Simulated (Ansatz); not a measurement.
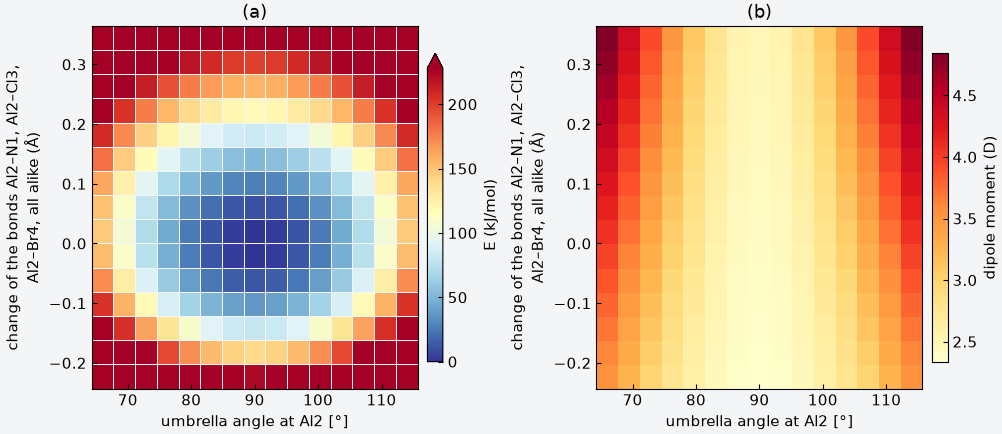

AlBrClH₂N, SMILES [NH2][Al]([Cl])[Br]. First axis: umbrella angle at Al2 (between each of its bonds and their common axis; 90 is planar). Second axis: change of the bonds Al2–N1, Al2–Cl3, Al2–Br4, all alike. Nothing is relaxed (all other coordinates rigid). The grid has 15 × 15 points; 120 points were computed and 105 follow by symmetry. Points are written as (first, second). All energies are given in kJ/mol relative to the lowest grid point. Level of theory: RHF/def2-TZVP (Ansatz).

Panel (a) is the energy and panel (b) the computed dipole moment on the same grid.

In the figure: one coloured cell a grid point, one colour for all values above the top of the scale.

How does the dipole moment vary over the map, and what is it at the lowest grid point?

Answer. Leaving out the highest fifth of the energies, it runs from 2.34 D at (90.0°, −0.223 Å) to 4.47 D at (66.0°, 0.182 Å). At the lowest grid point, (90.0°, 0.020 Å), it is 2.39 D.

| second ↓, first → | 66.0 | 69.4 | 72.9 | 76.3 | 79.7 | 83.1 | 86.6 | 90.0 | 93.4 | 96.9 | 100.3 | 103.7 | 107.1 | 110.6 | 114.0 |
| --- | --- | --- | --- | --- | --- | --- | --- | --- | --- | --- | --- | --- | --- | --- | --- |
| 0.344 | 4.84 | 4.39 | 3.93 | 3.49 | 3.10 | 2.78 | 2.55 | 2.48 | 2.55 | 2.78 | 3.10 | 3.49 | 3.93 | 4.39 | 4.84 |
| 0.304 | 4.75 | 4.31 | 3.86 | 3.44 | 3.06 | 2.75 | 2.54 | 2.47 | 2.54 | 2.75 | 3.06 | 3.44 | 3.86 | 4.31 | 4.75 |
| 0.263 | 4.66 | 4.23 | 3.79 | 3.39 | 3.03 | 2.73 | 2.52 | 2.46 | 2.52 | 2.73 | 3.03 | 3.39 | 3.79 | 4.23 | 4.66 |
| 0.223 | 4.56 | 4.15 | 3.72 | 3.34 | 2.99 | 2.70 | 2.51 | 2.44 | 2.51 | 2.70 | 2.99 | 3.34 | 3.72 | 4.15 | 4.56 |
| 0.182 | 4.47 | 4.06 | 3.65 | 3.28 | 2.95 | 2.68 | 2.50 | 2.43 | 2.50 | 2.68 | 2.95 | 3.28 | 3.65 | 4.06 | 4.47 |
| 0.142 | 4.37 | 3.98 | 3.58 | 3.23 | 2.91 | 2.65 | 2.48 | 2.42 | 2.48 | 2.65 | 2.91 | 3.23 | 3.58 | 3.98 | 4.37 |
| 0.101 | 4.27 | 3.89 | 3.51 | 3.17 | 2.87 | 2.63 | 2.47 | 2.41 | 2.47 | 2.63 | 2.87 | 3.17 | 3.51 | 3.89 | 4.27 |
| 0.061 | 4.17 | 3.81 | 3.44 | 3.12 | 2.83 | 2.61 | 2.45 | 2.40 | 2.45 | 2.61 | 2.83 | 3.12 | 3.44 | 3.81 | 4.17 |
| 0.020 | 4.07 | 3.72 | 3.37 | 3.06 | 2.80 | 2.58 | 2.44 | 2.39 | 2.44 | 2.58 | 2.80 | 3.06 | 3.37 | 3.72 | 4.07 |
| −0.020 | 3.98 | 3.64 | 3.31 | 3.01 | 2.76 | 2.56 | 2.43 | 2.38 | 2.43 | 2.56 | 2.76 | 3.01 | 3.31 | 3.64 | 3.98 |
| −0.061 | 3.88 | 3.55 | 3.24 | 2.96 | 2.72 | 2.54 | 2.41 | 2.37 | 2.41 | 2.54 | 2.72 | 2.96 | 3.24 | 3.55 | 3.88 |
| −0.101 | 3.79 | 3.48 | 3.18 | 2.91 | 2.69 | 2.51 | 2.40 | 2.36 | 2.40 | 2.51 | 2.69 | 2.91 | 3.18 | 3.48 | 3.79 |
| −0.142 | 3.70 | 3.40 | 3.11 | 2.87 | 2.66 | 2.49 | 2.39 | 2.35 | 2.39 | 2.49 | 2.66 | 2.87 | 3.11 | 3.40 | 3.70 |
| −0.182 | 3.62 | 3.33 | 3.06 | 2.82 | 2.63 | 2.48 | 2.38 | 2.35 | 2.38 | 2.48 | 2.63 | 2.82 | 3.06 | 3.33 | 3.62 |
| −0.223 | 3.53 | 3.26 | 3.00 | 2.78 | 2.60 | 2.46 | 2.37 | 2.34 | 2.37 | 2.46 | 2.60 | 2.78 | 3.00 | 3.26 | 3.53 |
